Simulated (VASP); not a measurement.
# NaPt2I with PBE: from relaxation to properties, part 2 of 5

Wanted: the relaxed cell of NaPt2I and its properties. The cell is invented: other elements were put on sites of a known structure type. It may not be a known or stable phase.

VASP 6.6.1, plane waves and PAW; the level of theory is named at each step.

Still holding for the runs below: The k-mesh is coarse for a metal.

So far. Step 2 (Rough relaxation of the start cell): It ends with a largest force of 0.003 eV/Å and a pressure of -0.11 GPa. The relaxed cell has a = 4.797, c = 5.886 Å (conventional setting).

## 3. Relaxing cell and atoms (PBE)

Level of this step: PBE; plane waves and PAW (Na_pv, Pt, I); invented cell (VASP).

Properties are meant for the cell that this level of theory prefers, so cell and atoms are relaxed first (ISIF = 3) until forces and stress are small; EDIFFG sets the threshold.

Contents of INCAR:

```
SYSTEM = NaPt2I
PREC = Accurate
ENCUT = 400
EDIFF = 1E-06
NELM = 100
ISMEAR = 0
SIGMA = 0.05
LREAL = .FALSE.
ALGO = Normal
GGA = PE
NBANDS = 23
LORBIT = 11
LWAVE = .FALSE.
LCHARG = .FALSE.
KPAR = 2
IBRION = 2
NSW = 60
ISIF = 3
EDIFFG = -0.01
```

Contents of POSCAR:

```
NaPt2I
1.0
    4.7971002036      0.0000000000      0.0000000000
   -2.3985501018      4.1544106282      0.0000000000
    0.0000000000      0.0000000000      5.8864052001
Na Pt I
1 2 1
Direct
    0.0000000000      0.0000000000      0.5000000000
    0.3333333300      0.6666666700      0.0251820541
    0.6666666700      0.3333333300      0.9748179459
    0.0000000000      0.0000000000      0.0000000000
```

Contents of KPOINTS:

```
Automatic mesh
0
Gamma
5 5 4
0 0 0
```

The projector-augmented-wave data sets are Na_pv, Pt and I (PBE family, release 64).

Launch:

```
mpirun -np 2 vasp_std
```

Log:

```text
[... set-up lines as in an earlier step ...]
 entering main loop
       N       E                     dE             d eps       ncg     rms          rms(c)
DAV:   1     0.207523025546E+03    0.20752E+03   -0.13274E+04   782   0.111E+03
DAV:   2     0.352671678856E-01   -0.20749E+03   -0.19237E+03   877   0.280E+02
DAV:   3    -0.140854513462E+02   -0.14121E+02   -0.13590E+02   988   0.741E+01
DAV:   4    -0.144117526514E+02   -0.32630E+00   -0.32525E+00   897   0.122E+01
DAV:   5    -0.144217475681E+02   -0.99949E-02   -0.99936E-02  1064   0.216E+00    0.137E+01
DAV:   6    -0.141605168950E+02    0.26123E+00   -0.15996E-01   915   0.248E+00    0.803E+00
DAV:   7    -0.140561250896E+02    0.10439E+00   -0.24160E-01   909   0.323E+00    0.149E+00
DAV:   8    -0.140545450562E+02    0.15800E-02   -0.14369E-02   930   0.700E-01    0.142E+00
DAV:   9    -0.140543720084E+02    0.17305E-03   -0.24100E-03   923   0.306E-01    0.835E-01
DAV:  10    -0.140550007249E+02   -0.62872E-03   -0.62223E-03   796   0.406E-01    0.212E-01
DAV:  11    -0.140552247061E+02   -0.22398E-03   -0.26772E-04   971   0.968E-02    0.130E-01
DAV:  12    -0.140553768478E+02   -0.15214E-03   -0.26879E-04   810   0.818E-02    0.105E-01
DAV:  13    -0.140553771868E+02   -0.33896E-06   -0.55213E-06  1016   0.148E-02
   1 F= -.14055377E+02 E0= -.14053308E+02  d E =-.140554E+02
 curvature:   0.00 expect dE= 0.000E+00 dE for cont linesearch  0.000E+00
 trial: gam= 0.00000 g(F)=  0.947E-06 g(S)=  0.460E-03 ort = 0.000E+00 (trialstep = 0.100E+01)
 search vector abs. value=  0.461E-03
 bond charge predicted
       N       E                     dE             d eps       ncg     rms          rms(c)
DAV:   1    -0.140578891287E+02   -0.25123E-02   -0.76516E-02   810   0.222E+00    0.435E-01
DAV:   2    -0.140558768865E+02    0.20122E-02   -0.61868E-03   852   0.631E-01    0.156E-01
DAV:   3    -0.140555165268E+02    0.36036E-03   -0.37456E-04   922   0.150E-01    0.797E-02
DAV:   4    -0.140553968862E+02    0.11964E-03   -0.20774E-04   971   0.881E-02    0.303E-02
DAV:   5    -0.140553859626E+02    0.10924E-04   -0.17534E-05  1068   0.241E-02    0.308E-02
DAV:   6    -0.140553843411E+02    0.16215E-05   -0.24067E-06   810   0.968E-03    0.679E-03
DAV:   7    -0.140553843636E+02   -0.22445E-07   -0.67056E-07   482   0.609E-03
   2 F= -.14055384E+02 E0= -.14053315E+02  d E =-.717675E-05
 trial-energy change:   -0.000007  1 .order   -0.000010   -0.000461    0.000441
 step:   0.5109(harm=  0.5109)  dis= 0.00008  next Energy=   -14.055495 (dE=-0.118E-03)
 bond charge predicted
       N       E                     dE             d eps       ncg     rms          rms(c)
DAV:   1    -0.140560812250E+02   -0.69688E-03   -0.18182E-02   789   0.108E+00    0.195E-01
DAV:   2    -0.140556070701E+02    0.47415E-03   -0.14501E-03   824   0.305E-01    0.730E-02
DAV:   3    -0.140555254147E+02    0.81655E-04   -0.83391E-05   922   0.711E-02    0.441E-02
DAV:   4    -0.140554979933E+02    0.27421E-04   -0.54080E-05   957   0.450E-02    0.130E-02
DAV:   5    -0.140554967018E+02    0.12915E-05   -0.37817E-06   889   0.112E-02    0.149E-02
DAV:   6    -0.140554965296E+02    0.17224E-06   -0.60827E-07   608   0.500E-03
   3 F= -.14055497E+02 E0= -.14053427E+02  d E =-.119343E-03
 curvature:  -0.26 expect dE=-0.473E-05 dE for cont linesearch -0.135E-06
 trial: gam= 0.00639 g(F)=  0.689E-05 g(S)=  0.116E-04 ort = 0.156E-04 (trialstep = 0.902E+00)
 search vector abs. value=  0.187E-04
 reached required accuracy - stopping structural energy minimisation
```

It took 32 s on 2 MPI ranks of AMD EPYC 7R43, shared host; peak memory 0.35 GiB; 62 s of CPU time.

OUTCAR, selected parts (step 3):

```text
  LATTYP: Found a hexagonal cell.
 ALAT       =     4.7971002036
 C/A-ratio  =     1.2270757229

The static configuration has the point symmetry D_3d.

 Found     17 irreducible k-points:

   k-points           NKPTS =     17   k-points in BZ     NKDIM =     17   number of bands    NBANDS=     23

   dimension x,y,z NGX =    32 NGY =   32 NGZ =   40
   dimension x,y,z NGXF=    64 NGYF=   64 NGZF=   80

   ENCUT  =  400.0 eV  29.40 Ry    5.42 a.u.   7.82  7.82  9.60*2*pi/ulx,y,z

   NELECT =      34.0000    total number of electrons

 E-fermi :   4.4481

 k-point     1 :       0.0000    0.0000    0.0000
  band No.  band energies     occupation
    ...
     12       1.6917      2.00000
     13       1.6917      2.00000
     14       2.9879      2.00000
     15       2.9879      2.00000
     16       3.0811      2.00000
     17       5.9627      0.00000
     18       5.9627      0.00000
     19       6.1556      0.00000
     20       7.4953      0.00000
     21       7.4953      0.00000
    ...

 k-point     2 :       0.2000    0.0000    0.0000
  band No.  band energies     occupation
    ...
     13       2.7740      2.00000
     14       2.9823      2.00000
     15       3.1178      2.00000
     16       3.3092      2.00000
     17       4.0731      2.00000
     18       4.4726      0.48863
     19       6.2920      0.00000
     20       6.9854      0.00000
     21       7.6618      0.00000
     22       9.2489      0.00000
    ...

  Total       -0.0009873     -0.0009873     -0.0310085      0.0000000      0.0000000      0.0000000
  in kB       -0.0134660     -0.0134660     -0.4229106      0.0000000      0.0000000      0.0000000
  external PRESSURE =      -0.1499475 kB  Pullay stress =       0.0000000 kB

  energy-cutoff  :      400.00
  volume of cell :      117.47
      direct lattice vectors                 reciprocal lattice vectors
     4.801078337  0.000000000  0.000000000     0.208286541  0.120254291 -0.000000000
    -2.400539168  4.157855792  0.000000000     0.000000000  0.240508582 -0.000000000
     0.000000000  0.000000000  5.884831810     0.000000000  0.000000000  0.169928391

 POSITION                                       TOTAL-FORCE (eV/Angst)
 -----------------------------------------------------------------------------------
      0.00000      0.00000      2.94242         0.000000     -0.000000      0.000000
     -0.00000      2.77190      0.14811        -0.000000     -0.000000     -0.008453
      2.40054      1.38595      5.73672         0.000000      0.000000      0.008453
      0.00000      0.00000      0.00000         0.000000      0.000000      0.000000
 -----------------------------------------------------------------------------------
    total drift:                               -0.000000      0.000000     -0.000000

  FREE ENERGIE OF THE ION-ELECTRON SYSTEM (eV)
  ---------------------------------------------------
  free  energy   TOTEN  =       -14.0554965296 eV

  energy  without entropy=      -14.0513572901  energy(sigma->0) =      -14.05342691

 total charge
# of ion       s       p       d       tot
------------------------------------------
    1        0.040   5.967   0.000   6.008
    2        0.608   0.331   8.275   9.214
    3        0.608   0.331   8.275   9.214
    4        1.515   2.571   0.163   4.249
--------------------------------------------------
tot          2.772   9.201  16.713  28.685

[... 2 parts as in an earlier step ...]

[... 7 further parts left out ...]
```

CONTCAR:

```
NaPt2I
   1.00000000000000
     4.8010783366113232    0.0000000000000000    0.0000000000000000
    -2.4005391683056616    4.1578557924160497    0.0000000000000000
     0.0000000000000000    0.0000000000000000    5.8848318101813035
  Na              Pt              I
     1     2     1
Direct
     0.0000000000000000    0.0000000000000000    0.5000000000000000
     0.3333333300000021    0.6666666699999979    0.0251689435618470
     0.6666666699999979    0.3333333300000021    0.9748310564381529
     0.0000000000000000    0.0000000000000000    0.0000000000000000
```

Little changed from the start: no atom moved by 0.005 Å and no cell edge by 0.1 %.

Numbers from this step:

```
irreducible k-points            : 17
free energy (TOTEN)             : -14.06 eV
energy at zero smearing         : -14.05 eV
Fermi energy                    : 4.448 eV
pressure                        : -0.01499 GPa
SCF cycles over all ionic steps : 26
```

It ends with a largest force of 0.008 eV/Å and a pressure of -0.01 GPa.

## 4. Single point with fields (PBE)

The relaxed cell gets a fresh self-consistent run, on a basis set for its own volume, to fix the density and to check the remaining stress.

INCAR, as its differences from that of step 3:

```diff
@@ -13,7 +13,5 @@
 LWAVE = .FALSE.
-LCHARG = .FALSE.
-KPAR = 2
-IBRION = 2
-NSW = 60
-ISIF = 3
-EDIFFG = -0.01
+LCHARG = .TRUE.
+ISIF = 2
+LELF = .TRUE.
+LVHAR = .TRUE.
```

Contents of POSCAR:

```
NaPt2I
1.0
    4.8010783366      0.0000000000      0.0000000000
   -2.4005391683      4.1578557924      0.0000000000
    0.0000000000      0.0000000000      5.8848318102
Na Pt I
1 2 1
Direct
    0.0000000000      0.0000000000      0.5000000000
    0.3333333300      0.6666666700      0.0251689436
    0.6666666700      0.3333333300      0.9748310564
    0.0000000000      0.0000000000      0.0000000000
```

KPOINTS is that of step 3.

Launch:

```
mpirun -np 2 vasp_std
```

Log:

```text
[banner, memory and clock lines left out]
running    2 mpi-ranks, on    1 nodes
 distrk:  each k-point on    2 cores,    1 groups
 distr:  one band on    1 cores,    2 groups

 POSCAR found type information on POSCAR NaPtI
 POSCAR found :  3 types and       4 ions
 LDA part: xc-table for (Slater+PW92), standard interpolation
|                                                                             |
|           W    W    AA    RRRRR   N    N  II  N    N   GGGG   !!!           |
|           W    W   A  A   R    R  NN   N  II  NN   N  G    G  !!!           |
|           W    W  A    A  R    R  N N  N  II  N N  N  G       !!!           |
|           W WW W  AAAAAA  RRRRR   N  N N  II  N  N N  G  GGG   !            |
|           WW  WW  A    A  R   R   N   NN  II  N   NN  G    G                |
|           W    W  A    A  R    R  N    N  II  N    N   GGGG   !!!           |
|                                                                             |
|     The number of bands has been changed from the values supplied in        |
|     The orbitals not found in the WAVECAR file will be initialized with     |
|     random numbers, which is usually adequate. For correlated               |
|     calculations, however, you should redo the groundstate calculation.     |
|     I found NBANDS = 23. Now, NBANDS = 24.                                  |
|                                                                             |

 POSCAR, INCAR and KPOINTS ok, starting setup
 FFT: planning ... GRIDC
 FFT: planning ... GRID_SOFT
 FFT: planning ... GRID
 WAVECAR not read
 entering main loop
       N       E                     dE             d eps       ncg     rms          rms(c)
DAV:   1     0.200162616473E+03    0.20016E+03   -0.13126E+04   816   0.106E+03
DAV:   2    -0.272913612050E+01   -0.20289E+03   -0.18687E+03   928   0.267E+02
DAV:   3    -0.141803624510E+02   -0.11451E+02   -0.11208E+02  1040   0.667E+01
DAV:   4    -0.144136437859E+02   -0.23328E+00   -0.23314E+00   888   0.104E+01
DAV:   5    -0.144216031951E+02   -0.79594E-02   -0.79591E-02  1112   0.189E+00    0.136E+01
DAV:   6    -0.141604942167E+02    0.26111E+00   -0.14669E-01   960   0.238E+00    0.798E+00
DAV:   7    -0.140564741497E+02    0.10402E+00   -0.23203E-01   920   0.311E+00    0.150E+00
DAV:   8    -0.140548251432E+02    0.16490E-02   -0.14050E-02   984   0.668E-01    0.144E+00
DAV:   9    -0.140546256231E+02    0.19952E-03   -0.21093E-03   904   0.279E-01    0.874E-01
DAV:  10    -0.140552530475E+02   -0.62742E-03   -0.64171E-03   832   0.399E-01    0.209E-01
DAV:  11    -0.140554735069E+02   -0.22046E-03   -0.26660E-04   984   0.929E-02    0.137E-01
DAV:  12    -0.140556326579E+02   -0.15915E-03   -0.27450E-04   816   0.803E-02    0.101E-01
DAV:  13    -0.140556331748E+02   -0.51682E-06   -0.48379E-06  1048   0.132E-02
   1 F= -.14055633E+02 E0= -.14053564E+02  d E =-.413908E-02
```

Wall time 17 s (2 MPI ranks); peak memory 0.27 GiB; 33 s of CPU time.

OUTCAR, selected parts (step 4):

```text
  LATTYP: Found a hexagonal cell.
 ALAT       =     4.8010783366
 C/A-ratio  =     1.2257312624

The static configuration has the point symmetry D_3d.

 Found     17 irreducible k-points:

   k-points           NKPTS =     17   k-points in BZ     NKDIM =     17   number of bands    NBANDS=     24

   ENCUT  =  400.0 eV  29.40 Ry    5.42 a.u.   7.83  7.83  9.60*2*pi/ulx,y,z

   NELECT =      34.0000    total number of electrons

 E-fermi :   4.4474

 k-point     1 :       0.0000    0.0000    0.0000
  band No.  band energies     occupation
    ...
     12       1.6910      2.00000
     13       1.6910      2.00000
     14       2.9871      2.00000
     15       2.9871      2.00000
     16       3.0804      2.00000
     17       5.9620      0.00000
     18       5.9620      0.00000
     19       6.1538      0.00000
     20       7.4945      0.00000
     21       7.4945      0.00000
    ...

 k-point     2 :       0.2000   -0.0000    0.0000
  band No.  band energies     occupation
    ...
     13       2.7731      2.00000
     14       2.9815      2.00000
     15       3.1171      2.00000
     16       3.3084      2.00000
     17       4.0724      2.00000
     18       4.4719      0.48881
     19       6.2904      0.00000
     20       6.9849      0.00000
     21       7.6613      0.00000
     22       9.2480      0.00000
    ...

  Total       -0.0084263     -0.0084263     -0.0328173      0.0000000      0.0000000      0.0000000
  in kB       -0.1149228     -0.1149228     -0.4475805      0.0000000      0.0000000      0.0000000
  external PRESSURE =      -0.2258087 kB  Pullay stress =       0.0000000 kB

  energy-cutoff  :      400.00
  volume of cell :      117.47
      direct lattice vectors                 reciprocal lattice vectors
     4.801078337  0.000000000  0.000000000     0.208286541  0.120254291  0.000000000
    -2.400539168  4.157855792  0.000000000     0.000000000  0.240508582  0.000000000
     0.000000000  0.000000000  5.884831810     0.000000000  0.000000000  0.169928391

 POSITION                                       TOTAL-FORCE (eV/Angst)
 -----------------------------------------------------------------------------------
      0.00000      0.00000      2.94242        -0.000000      0.000000      0.000000
     -0.00000      2.77190      0.14811        -0.000000      0.000000     -0.008485
      2.40054      1.38595      5.73672         0.000000      0.000000      0.008485
      0.00000      0.00000      0.00000        -0.000000      0.000000      0.000000
 -----------------------------------------------------------------------------------
    total drift:                               -0.000000      0.000000     -0.000000

  FREE ENERGIE OF THE ION-ELECTRON SYSTEM (eV)
  ---------------------------------------------------
  free  energy   TOTEN  =       -14.0556331748 eV

  energy  without entropy=      -14.0514940950  energy(sigma->0) =      -14.05356363

 total charge
# of ion       s       p       d       tot
------------------------------------------
    1        0.040   5.967   0.000   6.008
    2        0.608   0.331   8.275   9.214
    3        0.608   0.331   8.275   9.214
    4        1.515   2.572   0.163   4.250
--------------------------------------------------
tot          2.772   9.201  16.713  28.685

[... 2 parts as in an earlier step ...]

[... 7 further parts left out ...]
```

Numbers from this step:

* SCF cycles: 13
* bands: 24
* Fermi energy: 4.447 eV
* pressure: -0.02258 GPa

Valence electrons inside each PAW sphere by angular momentum. Sphere charges, by row:

```tsv
atom	s (e)	p (e)	d (e)	tot (e)
Na1	0.04	5.967	0	6.008
Pt2	0.608	0.331	8.275	9.214
Pt3	0.608	0.331	8.275	9.214
I4	1.515	2.572	0.163	4.25
```

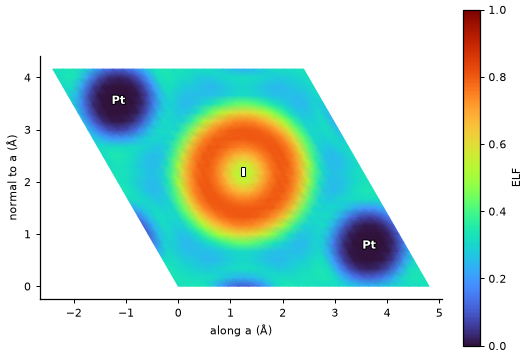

ELF in the ab plane at fractional z = 0.000, with atoms of Pt and I within 0.2 Å of it. It is the smooth field of the valence electrons, not physical close to the nuclei. The map starts off the cell's origin, so that atoms lie inside it.

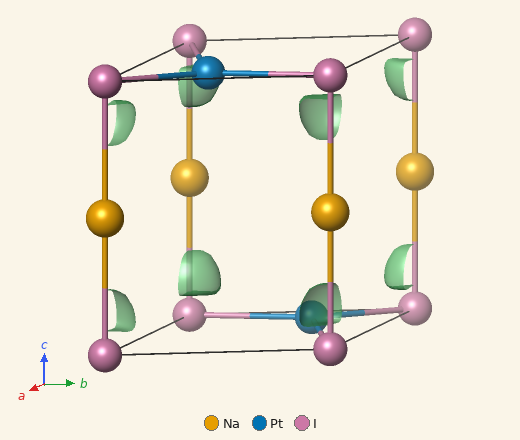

Surface of ELF = 0.85.

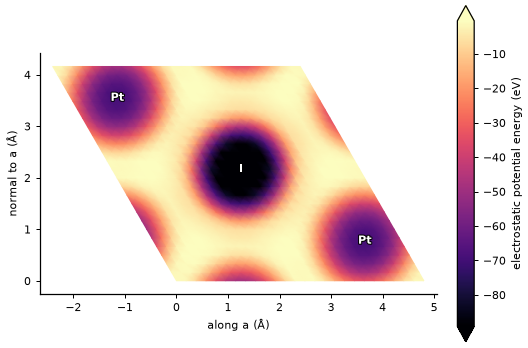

Electrostatic potential energy in the ab plane at fractional z = 0.000, with atoms of Pt and I within 0.2 Å of it. With pseudopotentials it is smooth inside the atoms' cores, unlike the true potential. The map starts off the cell's origin, so that atoms lie inside it.

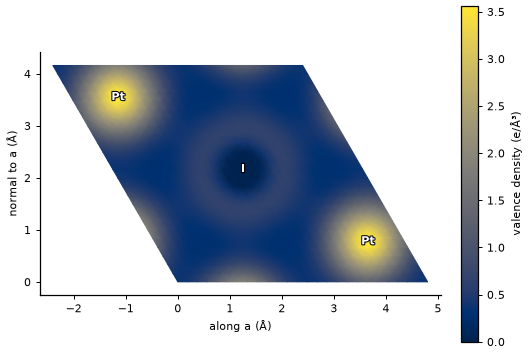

Valence density in the ab plane at fractional z = 0.000, with atoms of Pt and I within 0.2 Å of it. It is the smooth field of the valence electrons, not physical close to the nuclei. The map starts off the cell's origin, so that atoms lie inside it.

In this run the pressure is -0.02 GPa, small enough to go on.

(Part 2 of 5 ends here.)

[Lines on the potential files, build, host, timing and source positions are cut from VASP's logs without a mark.]

[Logs are printed without paths, hosts, clocks, repeated set-up lines and the standing remarks that a program may print on its own settings, such as how far it seeks lower states.]

[Hosts, paths, dates, database ids (printed as entryN), source tags and the programs' standing remarks are cut or masked in the printed files.]

[A measured line is paired with the nearest computed mode of its activity, which favours agreement.]

[In band tables of VASP the shares of atoms and orbitals are scaled to a sum of 1 inside the atoms' spheres.]
